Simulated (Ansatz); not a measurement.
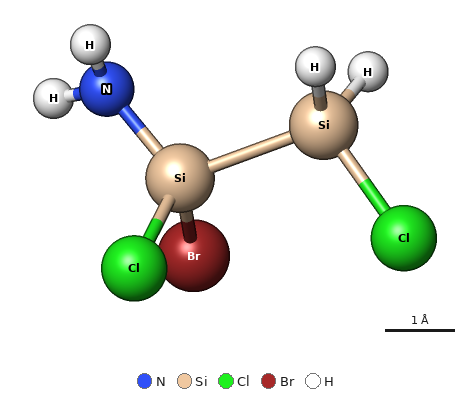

**Figure 1.** The starting structure (ball-and-stick view, seen at a tilt).

**Si$_{2}$NH$_{4}$BrCl$_{2}$: nudged elastic band**

System: Si$_{2}$NH$_{4}$BrCl$_{2}$, SMILES N[Si](Cl)(Br)[SiH2]Cl.
Method: RKS PBE0-D4/def2-SVP (Ansatz 0.2.0).

It belongs to a series of runs on one base structure; here: band between the two ends.

## The input
```yaml
crystal:
  periodic: [false, false, false]
  atoms:
    - { symbol: "N", position_ang: [0.813968, -1.663759, -0.294664] }
    - { symbol: Si, position_ang: [-0.245967, -0.361085, -0.625922] }
    - { symbol: Cl, position_ang: [0.089199, 0.570052, -2.454992] }
    - { symbol: Br, position_ang: [-2.296913, -1.212558, -0.659118] }
    - { symbol: Si, position_ang: [-0.102132, 1.290727, 1.01747] }
    - { symbol: Cl, position_ang: [-1.351172, 2.846491, 0.46485] }
    - { symbol: H, position_ang: [0.610714, -2.584333, -0.671482] }
    - { symbol: H, position_ang: [1.814031, -1.497579, -0.240426] }
    - { symbol: H, position_ang: [-0.543198, 0.754299, 2.335747] }
    - { symbol: H, position_ang: [1.294571, 1.806645, 1.131437] }
basis:
  gaussian: { orbitals: def2-SVP }
hamiltonian:
  xc: pbe0
  dispersion: d4
neb:
  order_check: false
  images: 7
  f_tol: 0.05
  max_iterations: 33
  final_atoms:
    - { symbol: "N", position_ang: [0.94345325, -1.57695213, -0.37525217] }
    - { symbol: Si, position_ang: [-0.16717352, -0.30981876, -0.68029065] }
    - { symbol: Cl, position_ang: [0.42201603, 0.55298509, -2.46018311] }
    - { symbol: Br, position_ang: [-2.29608279, -0.96789666, -0.91077752] }
    - { symbol: Si, position_ang: [-0.12978531, 1.27324994, 1.03667119] }
    - { symbol: Cl, position_ang: [-1.63418919, 2.64764051, 0.67489505] }
    - { symbol: H, position_ang: [0.83090104, -2.15635787, 0.45056971] }
    - { symbol: H, position_ang: [1.30862618, -2.11371129, -1.15624682] }
    - { symbol: H, position_ang: [-0.3750312, 0.61666628, 2.35452915] }
    - { symbol: H, position_ang: [1.18036652, 1.98309489, 1.06898517] }
  initial_path:
    images:
      - { positions_ang: [[0.813968, -1.663759, -0.294664], [-0.245967, -0.361085, -0.625922], [0.089199, 0.570052, -2.454992], [-2.296913, -1.212558, -0.659118], [-0.102132, 1.290727, 1.01747], [-1.351172, 2.846491, 0.46485], [0.610714, -2.584333, -0.671482], [1.814031, -1.497579, -0.240426], [-0.543198, 0.754299, 2.335747], [1.294571, 1.806645, 1.131437]] }
      - { positions_ang: [[0.86874631, -1.6562904, -0.29631858], [-0.21496429, -0.34856349, -0.61432091], [0.16001193, 0.54729774, -2.44405869], [-2.22739332, -1.22688879, -0.69152989], [-0.11687566, 1.29998002, 1.02384193], [-1.38292049, 2.84847667, 0.49612397], [0.57644228, -2.53648951, -0.49910931], [1.70847393, -1.59442287, -0.48907896], [-0.55343355, 0.76787483, 2.35827229], [1.26501386, 1.84792581, 1.15907815]] }
      - { positions_ang: [[0.92352463, -1.64882181, -0.29797317], [-0.18396158, -0.33604197, -0.60271982], [0.23082487, 0.52454348, -2.43312538], [-2.15787364, -1.24121957, -0.72394178], [-0.13161932, 1.30923303, 1.03021385], [-1.41466899, 2.85046234, 0.52739794], [0.54217056, -2.48864603, -0.32673662], [1.60291686, -1.69126674, -0.73773192], [-0.5636691, 0.78145065, 2.38079758], [1.23545671, 1.88920662, 1.1867193]] }
      - { positions_ang: [[0.97830294, -1.64135321, -0.29962775], [-0.15295887, -0.32352046, -0.59111872], [0.3016378, 0.50178922, -2.42219207], [-2.08835397, -1.25555036, -0.75635367], [-0.14636298, 1.31848605, 1.03658578], [-1.44641748, 2.85244801, 0.55867192], [0.50789884, -2.44080254, -0.15436393], [1.4973598, -1.78811061, -0.98638487], [-0.57390464, 0.79502648, 2.40332288], [1.20589957, 1.93048742, 1.21436045]] }
      - { positions_ang: [[1.03308126, -1.63388461, -0.30128233], [-0.12195616, -0.31099895, -0.57951763], [0.37245074, 0.47903496, -2.41125876], [-2.01883429, -1.26988114, -0.78876556], [-0.16110664, 1.32773906, 1.0429577], [-1.47816598, 2.85443367, 0.58994589], [0.47362712, -2.39295906, 0.01800876], [1.39180273, -1.88495448, -1.23503783], [-0.58414019, 0.80860231, 2.42584817], [1.17634242, 1.97176823, 1.2420016]] }
      - { positions_ang: [[1.01067425, -1.61965149, -0.31977479], [-0.1332605, -0.3107039, -0.60471089], [0.38484206, 0.49752249, -2.42348985], [-2.08814641, -1.19438502, -0.81926855], [-0.15327631, 1.31411678, 1.04138607], [-1.51717178, 2.80273538, 0.61118318], [0.5629456, -2.33380876, 0.126149], [1.37100859, -1.94214369, -1.21534008], [-0.53186295, 0.7606183, 2.40801841], [1.17734845, 1.9745999, 1.19874749]] }
      - { positions_ang: [[0.98826725, -1.60541837, -0.33826725], [-0.14456484, -0.31040885, -0.62990414], [0.39723338, 0.51601003, -2.43572094], [-2.15745854, -1.1188889, -0.84977154], [-0.14544598, 1.3004945, 1.03981445], [-1.55617759, 2.75103709, 0.63242047], [0.65226408, -2.27465846, 0.23428923], [1.35021446, -1.99933289, -1.19564232], [-0.4795857, 0.7126343, 2.39018866], [1.17835447, 1.97743156, 1.15549339]] }
      - { positions_ang: [[0.96586025, -1.59118525, -0.35675971], [-0.15586918, -0.3101138, -0.65509739], [0.40962471, 0.53449756, -2.44795202], [-2.22677066, -1.04339278, -0.88027453], [-0.13761564, 1.28687222, 1.03824282], [-1.59518339, 2.6993388, 0.65365776], [0.74158256, -2.21550816, 0.34242947], [1.32942032, -2.05652209, -1.17594457], [-0.42730845, 0.66465029, 2.3723589], [1.17936049, 1.98026322, 1.11223928]] }
      - { positions_ang: [[0.94345325, -1.57695213, -0.37525217], [-0.16717352, -0.30981876, -0.68029065], [0.42201603, 0.55298509, -2.46018311], [-2.29608279, -0.96789666, -0.91077752], [-0.12978531, 1.27324994, 1.03667119], [-1.63418919, 2.64764051, 0.67489505], [0.83090104, -2.15635787, 0.45056971], [1.30862618, -2.11371129, -1.15624682], [-0.3750312, 0.61666628, 2.35452915], [1.18036652, 1.98309489, 1.06898517]] }
```

Run on 2 threads of Arm Neoverse V2, 24 GiB of memory available, shared host.

Command:
```bash
ansatz run input.yaml --threads 2 --pin off --max-ram 3072MiB --backend cpu --events-out ev --progress --plain --runs-dir out
```

## What the program printed
```
Engine: ansatz 0.2.0, aarch64-unknown-linux-gnu
Functional definition: PBE0
  parameter a = 0.25
  parameter kappa = 0.804
  parameter beta = 0.06672455060314922
  exchange = (1 - a)*pbe_x(kappa = kappa, mu = beta*pi^2/3) + a*exact_x
  correlation = pbe_c(beta = beta)
1397 factors; integrals over basis functions are off by at most 4.8e-4 eV
mean field evaluation 1: about -112355.0692 eV, gradient 4.9e1 eV
mean field evaluation 2: about -112347.9649 eV, gradient 7.2e1 eV
mean field evaluation 4: about -112359.8621 eV, gradient 2.3e0 eV
mean field evaluation 8: about -112359.8831 eV, gradient 2.0e-1 eV
mean field evaluation 16: about -112359.8832 eV, gradient 3.2e-5 eV
mean field -112359.88324118 eV, -4129.1495488492 hartree, gradient 3.2e-5 eV, S^2 0.000000; 0 other end points of the search recorded, 0 dependent functions left out
the calculation of the forces begins
reference -112359.88326944 eV, -4129.1495498877 hartree; 54, 54 occupied and 84, 84 virtual orbitals, 1397 factors
1398 factors; integrals over basis functions are off by at most 7.1e-4 eV
mean field evaluation 32: about -112359.8884 eV, gradient 9.9e-5 eV
mean field -112359.88836877 eV, -4129.1497372844 hartree, gradient 1.8e-5 eV, S^2 0.000000; 0 other end points of the search recorded, 0 dependent functions left out
[... from here on the field's lines of each further geometry are left out, up to the last ...]
NEB iter   1: max|band force component| = 1.611e1 eV/Å  barrier→ = 1.9178 eV  barrier← = 1.9229 eV  Δτ_max = 0.2000 Å  (243 SCF iters)
NEB iter   2: max|band force component| = 1.047e0 eV/Å  barrier→ = 0.1442 eV  barrier← = 0.1494 eV  Δτ_max = 0.1969 Å  (195 SCF iters)
NEB iter   3: max|band force component| = 6.445e-1 eV/Å  barrier→ = 0.0905 eV  barrier← = 0.0957 eV  Δτ_max = 0.0609 Å  (193 SCF iters)
NEB iter   4: max|band force component| = 4.665e-1 eV/Å  barrier→ = 0.0606 eV  barrier← = 0.0658 eV  CI = image 4  Δτ_max = 0.0667 Å  (177 SCF iters)
NEB iter   5: max|band force component| = 2.920e-1 eV/Å  barrier→ = 0.0346 eV  barrier← = 0.0398 eV  CI = image 4  Δτ_max = 0.0534 Å  (180 SCF iters)
NEB iter   6: max|band force component| = 1.499e-1 eV/Å  barrier→ = 0.0266 eV  barrier← = 0.0318 eV  CI = image 4  Δτ_max = 0.0396 Å  (176 SCF iters)
NEB iter   7: max|band force component| = 7.661e-2 eV/Å  barrier→ = 0.0251 eV  barrier← = 0.0303 eV  CI = image 4  Δτ_max = 0.0346 Å  (179 SCF iters)
the calculation of the forces begins
reference -112359.88413242 eV, -4129.1495816017 hartree; 54, 54 occupied and 84, 84 virtual orbitals, 1397 factors
1397 factors; integrals over basis functions are off by at most 6.0e-4 eV
mean field evaluation 544: about -112359.8497 eV, gradient 6.8e-1 eV
mean field -112359.85823069 eV, -4129.1486297305 hartree, gradient 6.0e-5 eV, S^2 0.000000; 1 other end points of the search recorded, 0 dependent functions left out
the calculation of the forces begins
reference -112359.85825884 eV, -4129.1486307649 hartree; 54, 54 occupied and 84, 84 virtual orbitals, 1397 factors
NEB iter   8: max|band force component| = 4.943e-2 eV/Å  barrier→ = 0.0245 eV  barrier← = 0.0297 eV  CI = image 4  Δτ_max = 0.0000 Å  (368 SCF iters)
```

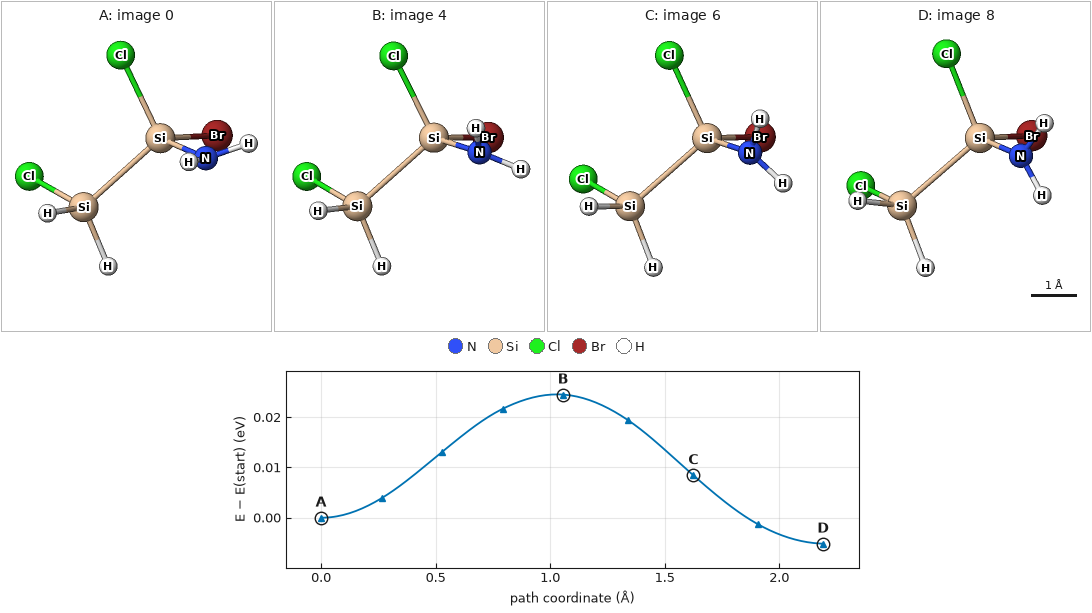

**Figure 2.** Images of the last band (counted from 0; ball-and-stick, seen at a tilt) above the energy along the path; the line is a cubic interpolation that uses the forces. The highest image is number 4, 0.025 eV above the start and 0.030 eV above the end (the climbing image); the end lies 0.005 eV below the start. The path is 2.19 Å long. The band converged in 8 iterations.

```
Total energy: -112360.21293233 eV, -4129.1616647754 hartree
Atom 0 at     0.890408    -1.650590    -0.384522 Å, force     0.024992     0.000828    -0.015716 eV/Å
Atom 1 at    -0.187130    -0.342230    -0.613584 Å, force    -0.005518     0.025702     0.016847 eV/Å
Atom 2 at     0.299025     0.597688    -2.394839 Å, force     0.003603    -0.012536     0.003503 eV/Å
Atom 3 at    -2.275598    -1.125414    -0.656133 Å, force    -0.006050    -0.009199    -0.011513 eV/Å
Atom 4 at    -0.139912     1.304621     1.041380 Å, force    -0.004362    -0.001935    -0.004517 eV/Å
Atom 5 at    -1.458805     2.803052     0.482841 Å, force     0.001021    -0.001988     0.008933 eV/Å
Atom 6 at     0.561252    -2.552585    -0.062171 Å, force    -0.018363    -0.006390     0.010149 eV/Å
Atom 7 at     1.737316    -1.719879    -0.937289 Å, force    -0.003454     0.003099     0.002280 eV/Å
Atom 8 at    -0.570759     0.746144     2.356316 Å, force     0.009020    -0.001992    -0.008084 eV/Å
Atom 9 at     1.227305     1.888093     1.170901 Å, force    -0.000890     0.004411    -0.001882 eV/Å
Dipole moment:     0.486430    -0.521415     0.182607 e Å
this run last wrote the band of iteration 8 to [file]
```

## The last band as extended XYZ (Å, eV, eV/Å)
```
10
Properties=species:S:1:pos:R:3:forces:R:3 image=0 energy=-112360.23741
N     0.8140   -1.6638   -0.2947    0.0042  -0.0026   0.0005
Si   -0.2460   -0.3611   -0.6259    0.0061   0.0039  -0.0060
Cl    0.0892    0.5701   -2.4550   -0.0028  -0.0010   0.0045
Br   -2.2969   -1.2126   -0.6591    0.0010  -0.0005   0.0003
Si   -0.1021    1.2907    1.0175    0.0041   0.0016  -0.0038
Cl   -1.3512    2.8465    0.4648    0.0020  -0.0011   0.0000
H     0.6107   -2.5843   -0.6715   -0.0026   0.0007   0.0008
H     1.8140   -1.4976   -0.2404   -0.0040   0.0019  -0.0001
H    -0.5432    0.7543    2.3357   -0.0029  -0.0006   0.0057
H     1.2946    1.8066    1.1314   -0.0052  -0.0024  -0.0021
10
Properties=species:S:1:pos:R:3:forces:R:3 image=1 energy=-112360.23353
N     0.8313   -1.6669   -0.3057   -0.0070   0.0153   0.0039
Si   -0.2163   -0.3498   -0.6223   -0.0044  -0.0038  -0.0011
Cl    0.1559    0.5847   -2.4414   -0.0045  -0.0012  -0.0003
Br   -2.2727   -1.1912   -0.6537   -0.0040  -0.0023   0.0009
Si   -0.1096    1.3025    1.0229    0.0013  -0.0024  -0.0007
Cl   -1.4021    2.8254    0.4757    0.0035   0.0013  -0.0002
H     0.5318   -2.6069   -0.5429    0.0056  -0.0053  -0.0191
H     1.8345   -1.5545   -0.4103    0.0053  -0.0020   0.0194
H    -0.5403    0.7475    2.3377    0.0028   0.0013  -0.0005
H     1.2706    1.8581    1.1428    0.0014  -0.0008  -0.0024
10
Properties=species:S:1:pos:R:3:forces:R:3 image=2 energy=-112360.22430
N     0.8491   -1.6651   -0.3271    0.0145   0.0434   0.0024
Si   -0.1971   -0.3418   -0.6201   -0.0115  -0.0065   0.0017
Cl    0.2147    0.5933   -2.4285   -0.0022  -0.0035   0.0026
Br   -2.2614   -1.1690   -0.6491   -0.0124  -0.0028   0.0035
Si   -0.1162    1.3097    1.0273   -0.0103  -0.0067  -0.0027
Cl   -1.4405    2.8085    0.4860    0.0070   0.0045   0.0040
H     0.4915   -2.6115   -0.3864   -0.0113  -0.0250  -0.0296
H     1.8273   -1.6090   -0.5892    0.0174  -0.0090   0.0273
H    -0.5367    0.7417    2.3406    0.0068   0.0040  -0.0043
H     1.2524    1.8920    1.1495    0.0020   0.0017  -0.0047
10
Properties=species:S:1:pos:R:3:forces:R:3 image=3 energy=-112360.21573
N     0.8669   -1.6608   -0.3574    0.0133   0.0483  -0.0035
Si   -0.1886   -0.3389   -0.6174   -0.0032  -0.0142   0.0058
Cl    0.2627    0.5993   -2.4122    0.0041  -0.0101   0.0116
Br   -2.2623   -1.1497   -0.6518   -0.0171   0.0013   0.0049
Si   -0.1250    1.3110    1.0332   -0.0242  -0.0022  -0.0035
Cl   -1.4599    2.8000    0.4887    0.0040   0.0072   0.0058
H     0.5016   -2.5947   -0.2179   -0.0421  -0.0335  -0.0087
H     1.7933   -1.6669   -0.7672    0.0501   0.0056   0.0030
H    -0.5439    0.7449    2.3485    0.0119  -0.0011  -0.0088
H     1.2385    1.9047    1.1563    0.0032  -0.0012  -0.0065
10
Properties=species:S:1:pos:R:3:forces:R:3 image=4 energy=-112360.21290
N     0.8904   -1.6506   -0.3845    0.0250   0.0008  -0.0157
Si   -0.1871   -0.3422   -0.6136   -0.0055   0.0257   0.0168
Cl    0.2990    0.5977   -2.3948    0.0036  -0.0125   0.0035
Br   -2.2756   -1.1254   -0.6561   -0.0060  -0.0092  -0.0115
Si   -0.1399    1.3046    1.0414   -0.0044  -0.0019  -0.0045
Cl   -1.4588    2.8031    0.4828    0.0010  -0.0020   0.0089
H     0.5613   -2.5526   -0.0622   -0.0184  -0.0064   0.0101
H     1.7373   -1.7199   -0.9373   -0.0035   0.0031   0.0023
H    -0.5708    0.7461    2.3563    0.0090  -0.0020  -0.0081
H     1.2273    1.8881    1.1709   -0.0009   0.0044  -0.0019
10
Properties=species:S:1:pos:R:3:forces:R:3 image=5 energy=-112360.21803
N     0.9111   -1.6342   -0.3858    0.0456   0.0465  -0.0377
Si   -0.1827   -0.3383   -0.6162    0.0125  -0.0046   0.0129
Cl    0.3416    0.5859   -2.3919    0.0053  -0.0171   0.0117
Br   -2.2823   -1.0964   -0.7041   -0.0276   0.0088  -0.0135
Si   -0.1440    1.3002    1.0472   -0.0178  -0.0036   0.0020
Cl   -1.4879    2.7798    0.4997    0.0014   0.0018   0.0087
H     0.6310   -2.4783    0.0982   -0.0192  -0.0274   0.0410
H     1.6354   -1.8073   -1.0739   -0.0089  -0.0021  -0.0101
H    -0.5561    0.7381    2.3669    0.0109  -0.0064  -0.0106
H     1.2172    1.8994    1.1629   -0.0021   0.0041  -0.0045
10
Properties=species:S:1:pos:R:3:forces:R:3 image=6 energy=-112360.22897
N     0.9362   -1.6118   -0.3821    0.0235   0.0094  -0.0184
Si   -0.1773   -0.3338   -0.6258    0.0055   0.0022   0.0078
Cl    0.3732    0.5733   -2.3992    0.0017  -0.0114   0.0027
Br   -2.2914   -1.0546   -0.7653   -0.0103   0.0077  -0.0164
Si   -0.1450    1.2917    1.0502   -0.0057  -0.0042  -0.0032
Cl   -1.5272    2.7448    0.5309   -0.0009   0.0003   0.0099
H     0.7126   -2.3829    0.2371    0.0002   0.0051   0.0350
H     1.5172   -1.9096   -1.1587   -0.0158  -0.0055  -0.0131
H    -0.5209    0.7148    2.3739    0.0049  -0.0071  -0.0037
H     1.2058    1.9168    1.1420   -0.0030   0.0036  -0.0007
10
Properties=species:S:1:pos:R:3:forces:R:3 image=7 energy=-112360.23876
N     0.9465   -1.5917   -0.3802    0.0140  -0.0030  -0.0065
Si   -0.1727   -0.3238   -0.6492    0.0016   0.0038   0.0031
Cl    0.3973    0.5623   -2.4249   -0.0018  -0.0049  -0.0005
Br   -2.2961   -1.0107   -0.8367   -0.0038   0.0037  -0.0113
Si   -0.1399    1.2817    1.0462    0.0002  -0.0023  -0.0021
Cl   -1.5770    2.7013    0.5916   -0.0010  -0.0010   0.0060
H     0.7842   -2.2703    0.3565    0.0015   0.0118   0.0186
H     1.4058   -2.0154   -1.1803   -0.0115  -0.0048  -0.0058
H    -0.4594    0.6718    2.3702    0.0023  -0.0057  -0.0027
H     1.1944    1.9437    1.1096   -0.0015   0.0024   0.0011
10
Properties=species:S:1:pos:R:3:forces:R:3 image=8 energy=-112360.24259
N     0.9435   -1.5770   -0.3753    0.0008   0.0015   0.0037
Si   -0.1672   -0.3098   -0.6803   -0.0024  -0.0001  -0.0017
Cl    0.4220    0.5530   -2.4602   -0.0005  -0.0008   0.0016
Br   -2.2961   -0.9679   -0.9108    0.0012   0.0018  -0.0004
Si   -0.1298    1.2732    1.0367   -0.0018  -0.0019  -0.0043
Cl   -1.6342    2.6476    0.6749    0.0008  -0.0016   0.0007
H     0.8309   -2.1564    0.4506    0.0003   0.0017  -0.0024
H     1.3086   -2.1137   -1.1562   -0.0004  -0.0005   0.0008
H    -0.3750    0.6167    2.3545    0.0003  -0.0004   0.0018
H     1.1804    1.9831    1.0690    0.0017   0.0004   0.0002
```

## Results in brief

```json
{"quantity": "outcome", "value": "converged"}
{"quantity": "barrier, forward", "value": "0.025 eV"}
{"quantity": "barrier, backward", "value": "0.030 eV"}
{"quantity": "wall time", "value": "5.5 min (CPU time 11 min)"}
{"quantity": "peak memory", "value": "0.44 GiB"}
```

## Notes

The order of the saddle point was not checked.
